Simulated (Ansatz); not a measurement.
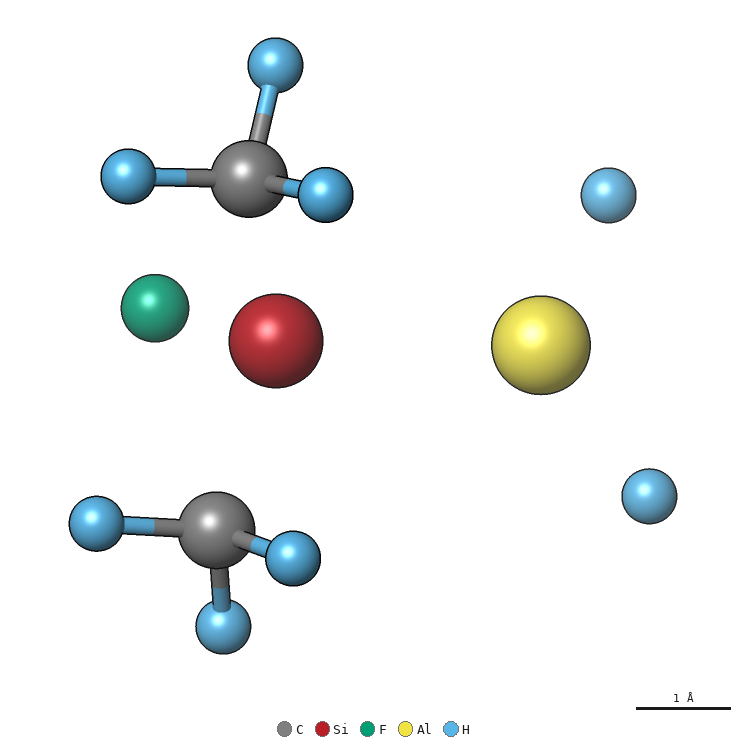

The picture shows the input geometry.

Ansatz 0.2.0 input:

```yaml
crystal:
  periodic: [false, false, false]
  atoms:
    - {symbol: C, position_ang: [-2.214973, 0.143494, -0.263356]}
    - {symbol: Si, position_ang: [0.107063, 0.196615, -0.521258]}
    - {symbol: C, position_ang: [0.948959, -1.981138, -0.504241]}
    - {symbol: F, position_ang: [0.471558, 0.948558, -2.370926]}
    - {symbol: Al, position_ang: [1.511930, 2.103894, 1.485281]}
    - {symbol: H, position_ang: [-2.785513, -0.638354, -1.229658]}
    - {symbol: H, position_ang: [-2.757548, 1.393347, -0.350656]}
    - {symbol: H, position_ang: [-2.554366, -0.379307, 0.954101]}
    - {symbol: H, position_ang: [0.727795, -2.566928, 0.711618]}
    - {symbol: H, position_ang: [2.294257, -2.002808, -0.736368]}
    - {symbol: H, position_ang: [0.336797, -2.743691, -1.460041]}
    - {symbol: H, position_ang: [2.949806, 1.462058, 2.704659]}
    - {symbol: H, position_ang: [0.989737, 4.020761, 1.599468]}
basis:
  gaussian: {orbitals: def2-SVPD, point_charges: [{charge: -1.00, position_ang: [6.150, 0.781, -0.472]}]}
hamiltonian: {xc: {name: B3LYP}}
```

It was started with:

```sh
ansatz run in.yaml --threads 4 --pin off --events-out ev --progress --plain --max-ram 10444MiB
```

What the program printed:

```
Functional definition: B3LYP
  name "B3LYP"
  cite "Stephens, Devlin, Chabalowski & Frisch, J. Phys. Chem. 98, 11623 (1994) doi:10.1021/j100096a001"
  cite "Becke, Phys. Rev. A 38, 3098 (1988) doi:10.1103/PhysRevA.38.3098"
  cite "Lee, Yang & Parr, Phys. Rev. B 37, 785 (1988) doi:10.1103/PhysRevB.37.785"
  cite "Vosko, Wilk & Nusair, Can. J. Phys. 58, 1200 (1980) doi:10.1139/p80-159"
  parameter a0 = 0.2
  parameter ax = 0.72
  parameter ac = 0.81
  exchange = (1 - a0 - ax)*slater_x + ax*b88_x + a0*exact_x
  correlation = (1 - ac)*vwn_rpa_c + ac*lyp_c
1510 factors; their error is unknown
mean field evaluation 1: about -19370.4959 eV, gradient 6.5e1 eV
mean field evaluation 2: about -19188.0274 eV, gradient 2.5e2 eV
mean field evaluation 4: about -19380.8516 eV, gradient 2.0e1 eV
mean field evaluation 8: about -19381.5890 eV, gradient 1.4e-1 eV
mean field evaluation 16: about -19381.6611 eV, gradient 9.4e-4 eV
mean field -19381.66110411 eV, -712.2629082144 hartree, gradient 3.0e-5 eV, S^2 0.000000; 0 other end points of the search recorded, 0 dependent functions left out
reference -19381.66152766 eV, -712.2629237795 hartree; 28, 28 occupied and 147, 147 virtual orbitals, 1510 factors
Total energy: -19381.66152766 eV, -712.2629237795 hartree
```

The calculation finished and met its thresholds.
